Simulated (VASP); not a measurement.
Band structure of NaH (rock salt). Level of theory: PW91 GGA, VASP's PBE PAW potentials (set 64) (plane waves; VASP).

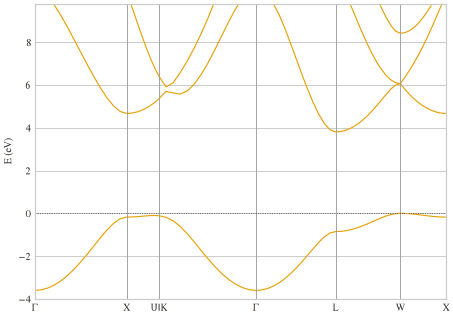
Fig. 1. Bands along high-symmetry lines, zero at the valence-band maximum or, without a gap, the Fermi level

### Question
Read the plot: is there a gap, and where are the band edges?

### Answer
The gap is indirect, 3.81 eV, from the valence maximum at W to the conduction minimum at L. (Edges off the drawn lines would not show.)

The compound is NaH in the rock salt structure. It was relaxed first.
